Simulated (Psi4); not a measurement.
# CH4BO (SMILES [BH]OC), step by step

We compute a series of 8 runs (UPBE-D3(BJ)/def2-SVP) of CH4BO. 

The results are computed with Psi4 1.11.

## Step 1: The molecule

The species is CH4BO (7 atoms), meant as a doublet with charge 0. SMILES: `[BH]OC`. The coordinates come from a PBE0-D4/def2-TZVP relaxation. This is one conformer, not always the lowest.

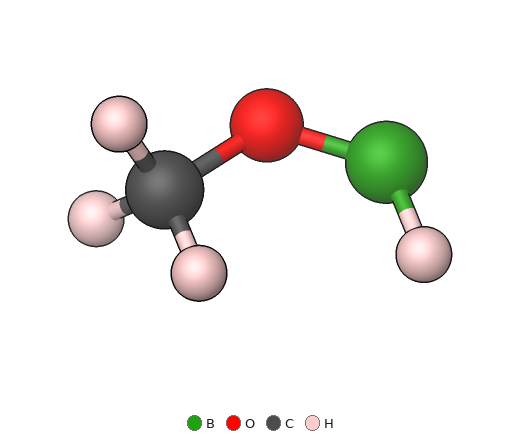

Viewed from a chosen angle; boron green, oxygen red, carbon dark grey, hydrogen pink.

## Step 2: The energy at UPBE-D3(BJ)/def2-SVP (density fitting) (run 1)

input.dat reads:

```
memory 1600 mb

molecule {
  0 2
  B     -1.319600    -1.025700    -0.172900
  O     -0.272400    -0.707100     0.564500
  C      0.642200     0.338600     0.243900
  H     -1.628500    -0.474200    -1.201600
  H      0.357800     0.834000    -0.687600
  H      0.643000     1.059300     1.062300
  H      1.638900    -0.092800     0.145600
  symmetry c1
}

set basis def2-SVP
set reference uks

e, wfn = energy("pbe-d3bj2b", return_wfn=True)
print_variables()
```

Command:

```console
psi4 -i input.dat -o output.dat -n 1
```

output.dat:

```text
[...]
  Running in c1 symmetry.
[...]
  Nuclear repulsion =   64.636182110939899
[...]
  Multiplicity = 2
[...]
  Nalpha       = 12
  Nbeta        = 11
[...]
    Number of basis functions: 62
[...]
   @DF-UKS iter   1:  -140.02584170955302   -2.68720e-01   1.05486e-02 ADIIS/DIIS
[...]
   @DF-UKS iter   9:  -140.24542718054681   -9.95962e-09   4.92157e-07 DIIS
[...]
   @S^2 Observed:                7.523899650E-01
[...]
    Orbital Energies [Eh]
    ---------------------
    Alpha Occupied:
       1A    -18.800008     2A     -9.961092     3A     -6.546410
       4A     -0.958910     5A     -0.648486     6A     -0.492277
       7A     -0.431724     8A     -0.425947     9A     -0.367088
      10A     -0.301597    11A     -0.299841    12A     -0.149130
    Alpha Virtual:
      13A     -0.049195    14A      0.040231    15A      0.075210
      16A      0.096105    17A      0.098316    18A      0.140186
      19A      0.185895    20A      0.210150    21A      0.269041
      22A      0.283929    23A      0.403770    24A      0.434875
      25A      0.438399    26A      0.501619    27A      0.587434
[...]
  @DF-UKS Final Energy:  -140.24542718054681
   => Energetics <=
    Nuclear Repulsion Energy =             64.6361821109398988
    One-Electron Energy =                -317.3725598930993783
    Two-Electron Energy =                 131.8216268327733474
    DFT Exchange-Correlation Energy =     -19.3273984257500224
    Empirical Dispersion Energy =          -0.0032778054106473
    VV10 Nonlocal Energy =                  0.0000000000000000
    Total Energy =                       -140.2454271805468125
[...]
 Multipole Moments:
 ------------------------------------------------------------------------------------
     Multipole            Electronic (a.u.)      Nuclear  (a.u.)        Total (a.u.)
 ------------------------------------------------------------------------------------
 L = 1.  Multiply by 2.5417464519 to convert [e a0] to [Debye]
 Dipole X            :         -2.1566778            2.8663415            0.7096637
 Dipole Y            :         -2.6342072            3.3377730            0.7035658
 Dipole Z            :          0.9674599           -1.0806841           -0.1132243
 Magnitude           :                                                    1.0057073
[...]
```

It took 11 s on 1 thread of AMD EPYC 7R43 (Zen 3), shared host; peak memory 0.47 GiB.

## Step 3: The distorted shape: a single-point energy at UPBE-D3(BJ)/def2-SVP (density fitting) (run 2)

ch4bo.xyz reads:

```xyz
7
CH4BO
B     -1.365931    -0.942983    -0.327191
O     -0.318731    -0.624383     0.410209
C      0.595869     0.421317     0.089609
H     -1.628500    -0.474200    -1.201600
H      0.311469     0.916717    -0.841891
H      0.596669     1.142017     0.908009
H      1.592569    -0.010083    -0.008691
```

ch4bo.py reads:

```python
import psi4

psi4.set_memory(1600000000)
psi4.set_num_threads(1)
psi4.core.set_output_file('run.log', False)

with open('ch4bo.xyz') as f:
    atoms = ''.join(f.readlines()[2:])
molecule = psi4.geometry('0 2\n' + atoms + 'symmetry c1')

psi4.set_options({
    'basis': 'def2-SVP',
    'reference': 'uks',
})

psi4.set_options({'reference': 'uhf', 'stability_analysis': 'follow', 'max_attempts': 5})
psi4.energy('scf')
psi4.set_options({'reference': 'uks', 'stability_analysis': 'none', 'guess': 'read', 'guess_mix': False})

e_tot = psi4.energy('pbe-d3bj2b', molecule=molecule)
print(f'pbe-d3bj2b energy: {e_tot:.10f} Eh')
for k, v in sorted(psi4.core.scalar_variables().items()):
    print(f'{k:45s} {v:18.10f}')
```

Command:

```console
python ch4bo.py
```

run.log:

```text
[...]
  Running in c1 symmetry.
[...]
  Nuclear repulsion =   65.210998999581705
[...]
  Multiplicity = 2
[...]
  Nalpha       = 12
  Nbeta        = 11
[...]
    Number of basis functions: 62
[...]
   @DF-UHF iter   1:  -139.52450929067862   -7.64188e-01   5.06726e-03 DIIS/ADIIS
[...]
   @DF-UKS iter   7:  -140.22345105136114   -3.86266e-08   5.51994e-07 DIIS
[...]
   @S^2 Observed:                7.523862209E-01
[...]
    Orbital Energies [Eh]
    ---------------------
    Alpha Occupied:
       1A    -18.796069     2A     -9.959212     3A     -6.530341
       4A     -0.954907     5A     -0.645946     6A     -0.491919
       7A     -0.435486     8A     -0.423821     9A     -0.386692
      10A     -0.299417    11A     -0.296956    12A     -0.144999
    Alpha Virtual:
      13A     -0.047929    14A      0.040171    15A      0.077754
      16A      0.096639    17A      0.099372    18A      0.161877
      19A      0.183172    20A      0.223027    21A      0.270828
      22A      0.276286    23A      0.405115    24A      0.435830
      25A      0.441169    26A      0.502108    27A      0.589813
[...]
  @DF-UKS Final Energy:  -140.22345105136114
   => Energetics <=
    Nuclear Repulsion Energy =             65.2109989995817045
    One-Electron Energy =                -318.4690197122861264
    Two-Electron Energy =                 132.4204697897694700
    DFT Exchange-Correlation Energy =     -19.3826120550150307
    Empirical Dispersion Energy =          -0.0032880734111342
    VV10 Nonlocal Energy =                  0.0000000000000000
    Total Energy =                       -140.2234510513611383
[...]
 Multipole Moments:
 ------------------------------------------------------------------------------------
     Multipole            Electronic (a.u.)      Nuclear  (a.u.)        Total (a.u.)
 ------------------------------------------------------------------------------------
 L = 1.  Multiply by 2.5417464519 to convert [e a0] to [Debye]
 Dipole X            :         -2.2293532            2.9067363            0.6773831
 Dipole Y            :         -2.5352630            3.2656542            0.7303912
 Dipole Z            :          0.7641510           -0.9461619           -0.1820109
 Magnitude           :                                                    1.0126437
[...]
```

The script printed:

```text
pbe-d3bj2b energy: -140.2234510514 Eh
CURRENT ENERGY                                   -140.2234510514
CURRENT REFERENCE ENERGY                         -140.2234510514
DD SOLVATION ENERGY                                 0.0000000000
DFT FUNCTIONAL TOTAL ENERGY                      -140.2201629779
DFT TOTAL ENERGY                                 -140.2234510514
DFT VV10 ENERGY                                     0.0000000000
DFT XC ENERGY                                     -19.3826120550
DISPERSION CORRECTION ENERGY                       -0.0032880734
GRID ELECTRONS ALPHA                               12.0000074847
GRID ELECTRONS BETA                                11.0000061175
GRID ELECTRONS TOTAL                               23.0000136022
NUCLEAR REPULSION ENERGY                           65.2109989996
ONE-ELECTRON ENERGY                              -318.4690197123
PBE-D3(BJ) DISPERSION CORRECTION ENERGY            -0.0032880734
PCM POLARIZATION ENERGY                             0.0000000000
PE ENERGY                                           0.0000000000
SCF ITERATION ENERGY                             -140.2234510514
SCF ITERATIONS                                      7.0000000000
SCF TOTAL ENERGY                                 -140.2234510514
TWO-ELECTRON ENERGY                               132.4204697898
XC GRID RADIAL POINTS                              75.0000000000
XC GRID SPHERICAL POINTS                          302.0000000000
XC GRID TOTAL POINTS                           151631.0000000000
```

Wall time 11 s (1 thread of AMD EPYC 7R43 (Zen 3), shared host); peak memory 0.47 GiB.

Runs 3 to 7 aren't shown in full; the table further down has their settings and results.

## Step 4: The distorted shape: a single-point energy at UPBE-D3(BJ)/def2-SVP (density fitting) (run 8)

ch4bo.xyz reads:

```xyz
7
CH4BO
B     -0.701794    -2.128711     1.884521
O      0.345406    -1.810111     2.621921
C      1.260006    -0.764411     2.301321
H     -1.628500    -0.474200    -1.201600
H      0.975606    -0.269011     1.369821
H      1.260806    -0.043711     3.119721
H      2.256706    -1.195811     2.203021
```

run.py reads:

```python
import psi4

psi4.set_memory('1600 MB')
psi4.set_num_threads(1)
psi4.core.set_output_file('ch4bo.out', False)

with open('ch4bo.xyz') as f:
    atoms = ''.join(f.readlines()[2:])
mol = psi4.geometry('0 2\n' + atoms + 'symmetry c1')

psi4.set_options({
    'basis': 'def2-SVP',
    'reference': 'uks',
})

psi4.set_options({'reference': 'uhf', 'stability_analysis': 'follow', 'max_attempts': 5})
psi4.energy("scf")
psi4.set_options({'reference': 'uks', 'stability_analysis': 'none', 'guess': 'read', 'guess_mix': False})

result = psi4.energy("PBE-D3BJ", molecule=mol)
print(f'PBE-D3BJ energy: {result:.10f} Eh')
for k, v in sorted(psi4.core.scalar_variables().items()):
    print(f'{k:45s} {v:18.10f}')
```

Command:

```console
python run.py
```

ch4bo.out:

```text
[...]
  Running in c1 symmetry.
[...]
  Nuclear repulsion =   61.624694140495407
[...]
  Multiplicity = 2
[...]
  Nalpha       = 12
  Nbeta        = 11
[...]
    Number of basis functions: 62
[...]
   @DF-UHF iter   1:  -139.42333048543668   -9.47112e-01   5.18479e-03 ADIIS/DIIS
[...]
   @DF-UKS iter   9:  -140.14444184632362   -1.03244e-07   8.25689e-07 DIIS
[...]
   @S^2 Observed:                7.504595362E-01
[...]
    Orbital Energies [Eh]
    ---------------------
    Alpha Occupied:
       1A    -18.820967     2A     -9.982509     3A     -6.564439
       4A     -0.982810     5A     -0.666475     6A     -0.508614
       7A     -0.444548     8A     -0.442542     9A     -0.334347
      10A     -0.316146    11A     -0.266699    12A     -0.201634
    Alpha Virtual:
      13A     -0.064196    14A     -0.035946    15A      0.037984
      16A      0.069451    17A      0.087764    18A      0.091031
      19A      0.171387    20A      0.244704    21A      0.272711
      22A      0.309756    23A      0.395314    24A      0.425944
      25A      0.426542    26A      0.438056    27A      0.509319
[...]
  @DF-UKS Final Energy:  -140.14444184632362
   => Energetics <=
    Nuclear Repulsion Energy =             61.6246941404953930
    One-Electron Energy =                -310.9938645367288927
    Two-Electron Energy =                 128.4384139633713744
    DFT Exchange-Correlation Energy =     -19.2105287959093083
    Empirical Dispersion Energy =          -0.0031566175521855
    VV10 Nonlocal Energy =                  0.0000000000000000
    Total Energy =                       -140.1444418463236161
[...]
 Multipole Moments:
 ------------------------------------------------------------------------------------
     Multipole            Electronic (a.u.)      Nuclear  (a.u.)        Total (a.u.)
 ------------------------------------------------------------------------------------
 L = 1.  Multiply by 2.5417464519 to convert [e a0] to [Debye]
 Dipole X            :         -1.1648065            2.3276927            1.1628861
 Dipole Y            :         -3.5072140            4.2994594            0.7922453
 Dipole Z            :          3.1422611           -2.8744955            0.2677655
 Magnitude           :                                                    1.4323600
[...]
```

Standard output:

```text
PBE-D3BJ energy: -140.1444418463 Eh
CURRENT ENERGY                                   -140.1444418463
CURRENT REFERENCE ENERGY                         -140.1444418463
DD SOLVATION ENERGY                                 0.0000000000
DFT FUNCTIONAL TOTAL ENERGY                      -140.1412852288
DFT TOTAL ENERGY                                 -140.1444418463
DFT VV10 ENERGY                                     0.0000000000
DFT XC ENERGY                                     -19.2105287959
DISPERSION CORRECTION ENERGY                       -0.0031566176
GRID ELECTRONS ALPHA                               11.9999959602
GRID ELECTRONS BETA                                10.9999944137
GRID ELECTRONS TOTAL                               22.9999903739
NUCLEAR REPULSION ENERGY                           61.6246941405
ONE-ELECTRON ENERGY                              -310.9938645367
PBE-D3(BJ) DISPERSION CORRECTION ENERGY            -0.0031566176
PCM POLARIZATION ENERGY                             0.0000000000
PE ENERGY                                           0.0000000000
SCF ITERATION ENERGY                             -140.1444418463
SCF ITERATIONS                                      9.0000000000
SCF TOTAL ENERGY                                 -140.1444418463
TWO-ELECTRON ENERGY                               128.4384139634
XC GRID RADIAL POINTS                              75.0000000000
XC GRID SPHERICAL POINTS                          302.0000000000
XC GRID TOTAL POINTS                           152532.0000000000
```

Wall time 17 s (1 thread of AMD EPYC 7R43 (Zen 3), shared host); peak memory 0.45 GiB.

## Step 5: The series

```csv
run,start,partner,energy (Eh),dipole moment (D),HOMO energy (eV),LUMO energy (eV),wall time
1,–,base,-140.245427,2.56,-4.06,-1.68,11 s
2,stable UHF solution,B1–H4 1.03 Å,-140.223451,2.57,-3.95,-1.53,11 s
3,stable UHF solution,B1–H4 1.39 Å,-140.238398,2.57,-4.22,-1.91,13 s
4,stable UHF solution,B1–H4 1.57 Å,-140.221056,2.66,-4.40,-2.20,14 s
5,stable UHF solution,B1–H4 1.81 Å,-140.194915,2.89,-4.66,-2.61,13 s
6,stable UHF solution,B1–H4 2.17 Å,-140.164984,3.35,-5.07,-3.00,15 s
7,stable UHF solution,B1–H4 2.66 Å,-140.148364,3.61,-5.42,-2.79,16 s
8,stable UHF solution,B1–H4 3.62 Å,-140.144442,3.64,-5.49,-1.84,17 s
```

## Step 6: What came out

| quantity | value |
| --- | --- |
| distorted shape, run 8: total energy | -140.14444 Eh |
| distorted shape, run 8: dipole moment | 3.64 D |
| distorted shape, run 8: HOMO energy (highest over α and β) | -5.49 eV |
| distorted shape, run 8: LUMO energy (lowest over α and β) | -1.84 eV |
| distorted shape, run 8: dispersion energy | -8.29 kJ/mol |
| distorted shape, run 8: ⟨S²⟩ | 0.750 |
| energy change with the B1–H4 bond stretched from 1.207 to 3.622 Å | 2.748 eV |
| energy change with the B1–H4 bond stretched from 1.207 to 1.570 Å | 0.663 eV |
| energy change with the B1–H4 bond shortened from 1.207 to 1.026 Å | 0.598 eV |
| energy change with the B1–H4 bond stretched from 1.207 to 1.811 Å | 1.374 eV |
| energy change with the B1–H4 bond stretched from 1.207 to 1.388 Å | 0.191 eV |
| energy change with the B1–H4 bond stretched from 1.207 to 2.656 Å | 2.641 eV |
| energy change with the B1–H4 bond stretched from 1.207 to 2.173 Å | 2.189 eV |

**Reading.** With the B1–H4 bond stretched from 1.207 to 3.622 Å the energy rises by 2.75 eV (63 kcal/mol). The first shape isn't relaxed at this level, so the change isn't measured from a minimum. With the B1–H4 bond stretched from 1.207 to 1.570 Å the energy rises by 0.66 eV (15.3 kcal/mol). With the B1–H4 bond shortened from 1.207 to 1.026 Å the energy rises by 0.60 eV (13.8 kcal/mol). With the B1–H4 bond stretched from 1.207 to 1.811 Å the energy rises by 1.37 eV (32 kcal/mol). With the B1–H4 bond stretched from 1.207 to 1.388 Å the energy rises by 0.19 eV (18.5 kJ/mol). With the B1–H4 bond stretched from 1.207 to 2.656 Å the energy rises by 2.64 eV (255 kJ/mol). The lowest energy is that of run 1; the highest lies 2.748 eV above it. All runs together took 1.8 min, the longest 17 s.
